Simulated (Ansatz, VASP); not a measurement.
## SnSe2 in two plane-wave programs

One calculation is typed for both programs; each brings its own data sets and cutoff. How far apart do they land? The cell comes out of the VASP series on this material, whose earlier steps may have relaxed, scaled or displaced it; both programs get it as it stands.

Method: plane waves, with VASP 6.6.1 beside it; zone-centre phonons at PBEsol, in Ansatz 0.2.0.

### Step 1. Starting point

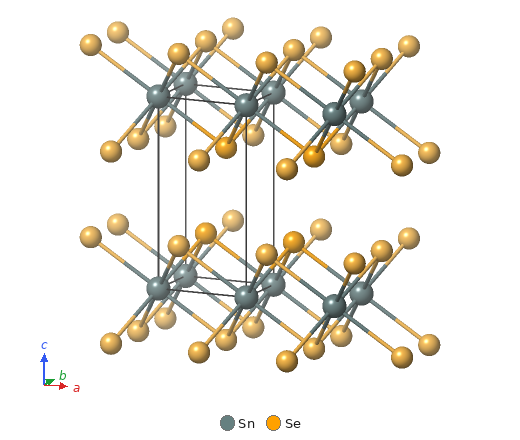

The cell as given, slightly off an axis (tin teal, selenium orange). 2×1×1 cells are drawn. Some periodic images of atoms are drawn too.

### Step 2. Ansatz: zone-centre phonons, PBEsol

Ansatz runs on its default PAW (the set named soft_2) files.

Second derivatives magnify differences that forces hide, and they need a tight electronic threshold.

Input file input.yaml:

```yaml
crystal:
  lattice:
    - [3.8202979081, 0.0, 0.0]
    - [-1.910148954, 3.3084750384, 0.0]
    - [0.0, 0.0, 6.1341064093]
  atoms:
    - { symbol: Sn, position: [0.0, 0.0, 0.0] }
    - { symbol: Se, position: [0.3333333333, 0.6666666667, 0.2587113852] }
    - { symbol: Se, position: [0.6666666667, 0.3333333333, 0.7412886148] }
hamiltonian:
  xc: pbesol
  pseudopotentials: { kind: paw }
kpoints:
  mp_grid: { grid: [7, 7, 4] }
scf:
  occupations: { method: fixed }
phonons:
  method: dfpt
  qpoints: [[0, 0, 0]]
```

Command:

```console
$ ansatz run input.yaml --threads 4 --pin off --max-ram 9216MiB --backend cpu --events-out ev --progress --plain --runs-dir out
```

Numbers of over 12 decimals in the logs are rounded to 6 here.

The log of the run:

```text
Engine: ansatz 0.2.0, aarch64-unknown-linux-gnu
Pseudopotentials: kind: paw
Pseudopotential: Sn, paw, valence charge 14, recommended cutoff 420 eV (normal), Sn.paw.azcp
Pseudopotential: Se, paw, valence charge 16, recommended cutoff 420 eV (normal), Se.paw.azcp
Functional definition: PBEsol
  exchange = pbesol_x
  correlation = pbesol_c
Crystal: 3 atoms, lattice volume = 77.531 Å³
Basis set: ecut = 420 eV, 1509 PW (Γ), exchange–correlation on 54×54×90 points (8 copies of the dense FFT grid, shifted against one another)
Bands: 28, of which v1, the nominal top of the filled ones, is band 23 counted from 1 (22 counted from 0)
Symmetry: 12 space group operations
k-points: 60 of 196 (irreducible under 2 space group operations, time reversal used)
Non-local potential: Sn, projectors of the file, l = 0: 2, l = 1: 2, l = 2: 2, l = 3: 2
Non-local potential: Se, projectors of the file, l = 0: 2, l = 1: 2, l = 2: 3, l = 3: 1
PAW form: soft (Blöchl's): semilocal exchange-correlation on the pseudo side does not see the compensation charge
PAW frozen core: Sn, regenerated for the run's functional, and the local potential with it (the file was generated under x = pbe(κ = 0.804, μ = 0.219515), c = pbe(β = 0.066725))
PAW frozen core: Se, regenerated for the run's functional, and the local potential with it (the file was generated under x = pbe(κ = 0.804, μ = 0.219515), c = pbe(β = 0.066725))
PAW one-centre angular grid: Sn, 590 points (default); XC on 64 Gauss nodes
PAW one-centre angular grid: Se, 590 points (default); XC on 64 Gauss nodes
Initial density: superposition of atomic densities (neutral atoms: chi_scale 0, normalization atom), corrected by the library's trained network
Initial wavefunctions: pseudopotential atomic-orbital guess
Functional: x = pbesol(κ = 0.804, μ = 0.123457), c = pbesol(β = 0.046)
SCF iter   1: F=—  HF=-16799.218625 eV  |F-HF|=—  |Δ(HF+E_count)|=         —  Δρ=2.12e-3  dr2=3.32e-3  ethr=1.77e-3  ⟨swp⟩=5.0  Hψ=6101  notcnv=0  defer=180
preconditioner: auto → Resta (q_TF=auto, 2.501 Å⁻¹)  ε∞=2.8  [insulator: Δε(μ)=0.642 eV  Ē_g=15.957 eV  n_scr=22 (ndim 8)  ℏωp=21.5 eV  f_vac=0.059  ε∞_Penn≈2.8]
SCF iter   2: F=—  HF=-16799.215799 eV  |F-HF|=—  |Δ(HF+E_count)|=   2.83e-3  Δρ=1.03e-3  dr2=7.23e-4  ethr=7.22e-6  ⟨swp⟩=3.0  Hψ=3666  notcnv=0  defer=180
SCF iter   3: F=—  HF=-16799.215772 eV  |F-HF|=—  |Δ(HF+E_count)|=   2.71e-5  Δρ=3.17e-4  dr2=6.04e-5  ethr=1.57e-6  ⟨swp⟩=2.0  Hψ=2520  notcnv=0  defer=180
SCF iter   4: F=—  HF=-16799.215788 eV  |F-HF|=—  |Δ(HF+E_count)|=   1.55e-5  Δρ=1.10e-4  dr2=9.95e-6  ethr=1.31e-7  ⟨swp⟩=2.0  Hψ=2328  notcnv=0  defer=90
SCF iter   5: F=—  HF=-16799.215793 eV  |F-HF|=—  |Δ(HF+E_count)|=   5.14e-6  Δρ=2.17e-5  dr2=6.51e-7  ethr=2.16e-8  ⟨swp⟩=2.0  Hψ=2262  notcnv=0  defer=62
SCF iter   6: F=—  HF=-16799.215792 eV  |F-HF|=—  |Δ(HF+E_count)|=   6.02e-7  Δρ=8.66e-6  dr2=6.40e-8  ethr=1.41e-9  ⟨swp⟩=2.0  Hψ=1980  notcnv=0  defer=60
SCF iter   7: F=—  HF=-16799.215792 eV  |F-HF|=—  |Δ(HF+E_count)|=   1.12e-7  Δρ=1.86e-6  dr2=3.29e-9  ethr=1.39e-10  ⟨swp⟩=2.0  Hψ=2086  notcnv=0  defer=60
SCF iter   8: F=—  HF=-16799.215792 eV  |F-HF|=—  |Δ(HF+E_count)|=   8.30e-9  Δρ=3.61e-7  dr2=1.56e-10  ethr=7.16e-12  ⟨swp⟩=2.0  Hψ=2100  notcnv=0  defer=60
SCF iter   9: F=-16799.215792 eV  HF=-16799.215792 eV  |F-HF|=3.64e-12  |Δ(HF+E_count)|=  3.20e-10  Δρ=5.79e-8  dr2=3.90e-12  ethr=1.00e-12  ⟨swp⟩=10.3  Hψ=10276  notcnv=0
SCF 1 converged in 9 iterations: F = -16799.215792 eV  dr2 = 3.90e-12
  greatest PAW one-centre occupation: 1.000 electrons in one spin orbital (limit 2), on the Se atom at site 2 (counted from 0), in its partial waves of l = 2
DFPT response loops at Γ: preconditioner auto → Resta (q_TF=auto, 2.501 Å⁻¹)  ε∞=9.6 (no band partly filled); β = 1.00, the filter's whole step (`scf.mixing.beta` (0.50) is not read by the response loops at its default; to damp them type it under 1.00, their step now; it binds the ground state too); Broyden in place of MSR1
SCF converged after 9 iterations
Free energy (F): -16799.215792 eV
Harris-Foulkes:  -16799.215792 eV  (|F-HF|=3.64e-12)
Internal energy: -16799.215792 eV  (E = F + TS)
E sigma→0 (E₀):  -16799.215792 eV
Fermi energy:    7.935291 eV
--- Per-component energies (eV) ---
  E_band       = -865.421108
  E_kinetic    = 424.807479
  E_local      = -5984.630182  (includes V_loc(G=0)·N_el)
  E_nonlocal   = -1214.415067
  E_hartree    = 3063.436222
  E_xc         = -584.538636
  E_vxc        = -291.699341  (∫ρ·V_xc dr)
  E_paw        = -7805.399691  (= ΣΔE_a)
  E_vpaw       = 73.644758  (= ΣTr[D̂ρ^β])
  E_aug_tail   = -0.001227  (compensation charges beyond the density's cutoff)
  E_ewald      = -4700.776431
  E_core_change = 2.301741  (= ΣΔE_core)
  E_smearing   = -0.000000  (= −TS)
  E_closure    = 0.000000  (closes the sum)
  Σ components = -16799.215792   (vs F -16799.215792, Δ=0.00e0)
--- Band table (eV; the first three rows and the last of 60) ---
  k-point 0: bands = [... 19 lower, 7.3943, 7.6268, 7.6268, 7.8713, 8.8309, 10.9396, 12.5621, 12.5621, ... 1 higher]
  k-point 1: bands = [... 19 lower, 7.3168, 7.3168, 7.7415, 7.7415, 9.8119, 10.9263, 12.4014, 12.4014, ... 1 higher]
  k-point 2: bands = [... 19 lower, 7.2686, 7.2686, 7.8282, 7.8282, 10.4301, 10.8235, 12.2502, 12.2502, ... 1 higher]
  k-point 59: bands = [... 19 lower, 5.1301, 5.3207, 6.7783, 7.6258, 9.7895, 12.1845, 13.2205, 13.5722, ... 1 higher]
--- Phonons (Γ-DFPT): 4 representative perturbations + reference, on 60 of 196 k-points (Σ response iterations 13) ---
  k mesh reduced under 2 symmetry operations, with k and −k counted as one. Each operation leaves every solved perturbation unchanged. A smaller set is not used because it would not reduce the number of displacements times k-points to solve
  ASR residual: 5.652e-5 → 0.000e0 eV/Å²; symmetrization residual: 1.923e-5 eV/Å²
  ASR residual per site (eV/Å²): 5.65e-5 1.06e-5 1.06e-5
  Γ frequencies (cm⁻¹): 0.00 0.00 0.00 118.63 118.63 143.45 143.45 179.66 243.53
  non-analytic LO–TO correction: not included (Born effective charges unavailable; polar crystals: no LO–TO splitting at Γ)
--- Phonons (arbitrary-q DFPT): 1 explicit q-point ---
  q = [0, 0, 0] (of the zone-centre solve; hermiticity 2.41e-6, symmetrization 4.10e-7): -0.00 0.00 0.00 118.63 118.63 143.45 143.45 179.66 243.53
  sum rule: each row above includes the acoustic sum rule's correction from the zone centre's row sums; it moved no ω² by more than (0.36 cm⁻¹)²
```

Wall time 16 s (4 threads of Arm Neoverse V2, shared host); peak memory 0.75 GiB; 59 s of CPU time.

[end of part 1 of 2]

[Lines on the potential files, build, host, timing and source positions are cut from VASP's logs without a mark.]

[Logs are printed without paths, hosts, clocks, repeated set-up lines and the standing remarks that a program may print on its own settings, such as how far it seeks lower states.]

[Hosts, paths, dates, database ids (printed as entryN), source tags and the programs' standing remarks are cut or masked in the printed files.]
